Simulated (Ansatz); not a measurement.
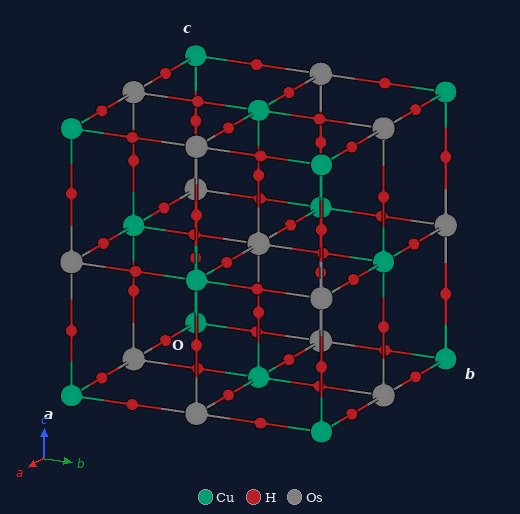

One unit cell is drawn above. Crystal: CuH6Os, the input geometry of an electronic-structure calculation (not necessarily at equilibrium); the starting structure was generated, so it need not be a known form of this composition. Symmetry computed with spglib at a tolerance of 0.002 Å; standard conventional cell.

```cif
data_structure
_symmetry_space_group_name_H-M 'P 1'
_symmetry_Int_Tables_number 1
_cell_length_a 6.7304
_cell_length_b 6.7304
_cell_length_c 6.7304
_cell_angle_alpha 90.000
_cell_angle_beta 90.000
_cell_angle_gamma 90.000
_cell_volume 304.88
loop_
_atom_site_label
_atom_site_type_symbol
_atom_site_fract_x
_atom_site_fract_y
_atom_site_fract_z
_atom_site_occupancy
Cu1 Cu 0.00000 0.00000 0.00000 1
H1 H 0.24344 0.00000 0.00000 1
H2 H 0.75656 0.00000 0.00000 1
H3 H 0.50000 0.74344 0.00000 1
H4 H 0.50000 0.25656 0.00000 1
H5 H 0.50000 0.00000 0.74344 1
H6 H 0.00000 0.00000 0.75656 1
Os1 Os 0.50000 0.00000 0.00000 1
Cu2 Cu 0.00000 0.50000 0.50000 1
H7 H 0.24344 0.50000 0.50000 1
H8 H 0.75656 0.50000 0.50000 1
H9 H 0.50000 0.24344 0.50000 1
H10 H 0.50000 0.75656 0.50000 1
H11 H 0.50000 0.50000 0.24344 1
H12 H 0.00000 0.50000 0.25656 1
Os2 Os 0.50000 0.50000 0.50000 1
Cu3 Cu 0.50000 0.00000 0.50000 1
H13 H 0.74344 0.00000 0.50000 1
H14 H 0.25656 0.00000 0.50000 1
H15 H 0.00000 0.74344 0.50000 1
H16 H 0.00000 0.25656 0.50000 1
H17 H 0.00000 0.00000 0.24344 1
H18 H 0.50000 0.00000 0.25656 1
Os3 Os 0.00000 0.00000 0.50000 1
Cu4 Cu 0.50000 0.50000 0.00000 1
H19 H 0.74344 0.50000 0.00000 1
H20 H 0.25656 0.50000 0.00000 1
H21 H 0.00000 0.24344 0.00000 1
H22 H 0.00000 0.75656 0.00000 1
H23 H 0.00000 0.50000 0.74344 1
H24 H 0.50000 0.50000 0.75656 1
Os4 Os 0.00000 0.50000 0.00000 1
```

Question: What is its point group?

Answer: m-3m (Oh), order 48, cubic system: three fourfold axes, four threefold axes, six twofold axes, nine mirror planes, an inversion centre.

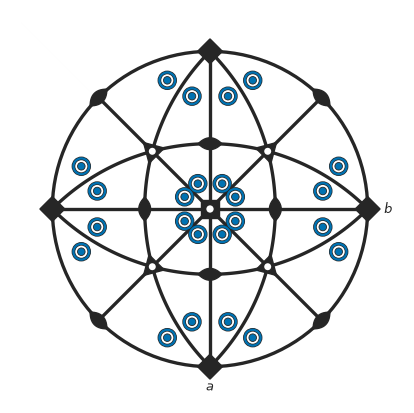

Stereographic projection: filled dots lie in the upper hemisphere, open rings in the lower; heavy lines are mirror planes (a heavy rim: a mirror in the plane of the page); lens, triangle, square and hexagon are 2-, 3-, 4- and 6-fold axes, a lens in an open square is −4, a triangle in an open hexagon −6; thin dashed diameters join the ends of axes that lie in the page; a small open circle marks inversion. The poles are one general form. The c axis points at the viewer.

Question: What does this class allow?

Answer: Class m-3m is centrosymmetric, so neither piezoelectric nor pyroelectric; it is not chiral. Its Laue class is m-3m.
